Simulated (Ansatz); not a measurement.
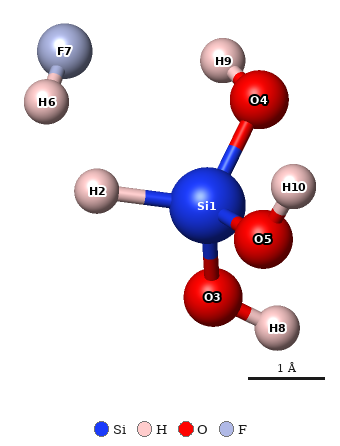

Figure 1. The structure (ball-and-stick view, seen at a tilt; atoms are numbered from 1 in the order of the input). Bond lengths as drawn: F–H 0.93 Å, H–O 0.96 Å, H–Si 1.49 Å and O–Si 1.63 Å.

Single-point calculation of SiH5O3F

The run: single-point calculation of SiH5O3F. Method and program: RKS PBE0-D4/def2-TZVPP (Ansatz 0.2.0).

The geometry is the reactant side of a reaction. The reaction was set up to form Si1–F7 and H2–H6 and to break Si1–H2 and H6–F7 (atoms counted from 1 in the order of the input); sticks are drawn by distance alone. The geometry comes from this level: PBE0-D4/def2-TZVP.

### What the program printed
```
Functional definition: PBE0
  name "PBE0"
  cite "Adamo & Barone, J. Chem. Phys. 110, 6158 (1999) doi:10.1063/1.478522"
  cite "Perdew, Burke & Ernzerhof, Phys. Rev. Lett. 77, 3865 (1996) doi:10.1103/PhysRevLett.77.3865"
  parent pbe
  parameter a = 0.25
  parameter kappa = 0.804
  parameter beta = 0.06672455060314922
  exchange = (1 - a)*pbe_x(kappa = kappa, mu = beta*pi^2/3) + a*exact_x
  correlation = pbe_c(beta = beta)
1195 factors; their error is unknown
mean field evaluation 1: about -16801.6822 eV, gradient 8.9e1 eV
mean field evaluation 2: about -16786.5937 eV, gradient 1.3e2 eV
mean field evaluation 4: about -16813.3921 eV, gradient 2.9e0 eV
mean field evaluation 8: about -16813.3986 eV, gradient 5.6e-2 eV
mean field evaluation 16: about -16813.4440 eV, gradient 4.9e-5 eV
mean field -16813.44399792 eV, -617.8826703620 hartree, gradient 4.9e-5 eV, S^2 0.000000; 0 other end points of the search recorded, 0 dependent functions left out
reference -16813.44402440 eV, -617.8826713352 hartree; 26, 26 occupied and 210, 210 virtual orbitals, 1195 factors
Total energy: -16813.58333991 eV, -617.8877910857 hartree
```

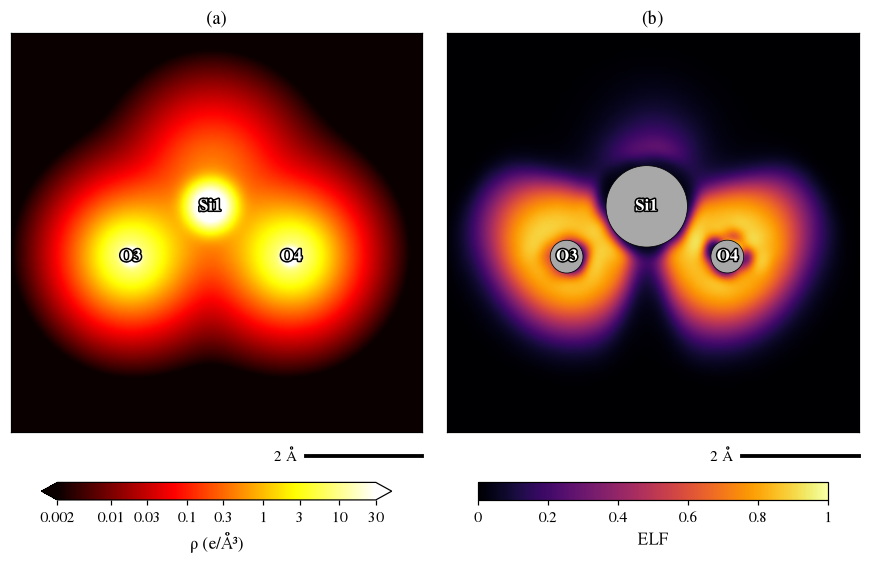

Figure 2. (a) total electron density; (b) electron localisation function on the plane of atoms O3, Si1 and O4. Grey discs, where drawn, cover atomic cores.

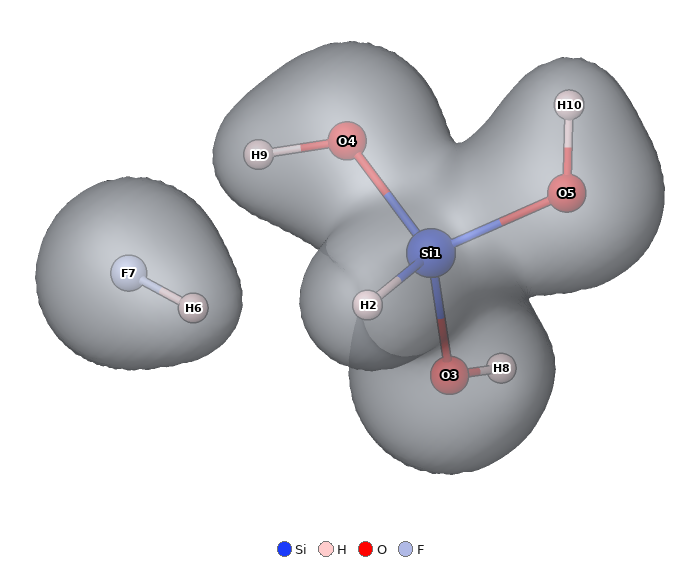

Figure 3. Isosurface of the total electron density at 0.2 e/Å³ (grey), seen at a tilt. At this value the surface falls into two separate pieces. It is pinched off along the Si···H (2.78 Å) contacts. On the grid the lowest density along these lines, outside the cores, is 0.09 e/Å³ (Si···H, 2.78 Å), 1.1 e/Å³ (Si–O, 1.63 Å), 2.5 e/Å³ (F–H, 0.93 Å) and 2.5 e/Å³ (O–H, 0.96 Å).

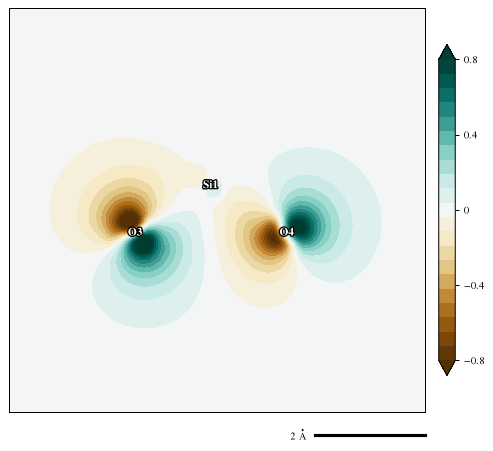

Figure 4. The HOMO on the plane of atoms O3, Si1 and O4 (values in Å⁻³ᐟ²; the overall sign is arbitrary). Its energy is −9.38 eV.

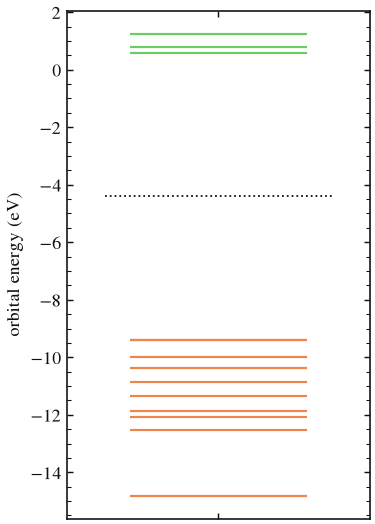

Figure 5. Orbital energies near the frontier; the dotted line parts filled from empty levels, and levels within 0.02 eV of each other stand side by side. Highest filled −9.38 eV, lowest empty 0.58 eV, 9.96 eV apart.

This output came from the following input.

### The input
```yaml
crystal:
  periodic: [false, false, false]
  atoms:
    - {symbol: Si, position_ang: [0.361926, -0.279129, -0.286175]}
    - {symbol: H, position_ang: [0.534709, 1.177388, -0.549464]}
    - {symbol: O, position_ang: [1.446270, -0.561240, 0.891757]}
    - {symbol: O, position_ang: [-1.194836, -0.591243, 0.087380]}
    - {symbol: O, position_ang: [0.720383, -1.196565, -1.583962]}
    - {symbol: H, position_ang: [-0.550403, 2.188652, 0.619074]}
    - {symbol: F, position_ang: [-1.301692, 2.148197, 1.161729]}
    - {symbol: H, position_ang: [1.629760, -1.470431, 1.134711]}
    - {symbol: H, position_ang: [-1.630819, 0.042460, 0.665179]}
    - {symbol: H, position_ang: [-0.015398, -1.457988, -2.140130]}
basis:
  gaussian: {orbitals: def2-TZVPP}
hamiltonian: {xc: pbe0, dispersion: d4}
output: {orbitals: {seedname: orbitals}}
```

Command:
```bash
ansatz run in.yaml --threads 4 --pin off --events-out ev --progress --plain --max-ram 9574MiB
```

### Results in brief

| quantity | value |
| --- | --- |
| outcome | converged |
| total energy | −16813.5833 eV |
| mean-field energy | −16813.4440 eV |
| dispersion energy | −0.1393 eV |
| SCF solution under orbital rotations | stable |
| HOMO | −9.38 eV |
| LUMO | 0.58 eV |
| hardware | 4 threads of Arm Neoverse V2, 23 GiB of memory available, shared host |
| wall time | 2 s (CPU time 7.4 s) |
| peak memory | 0.51 GiB |
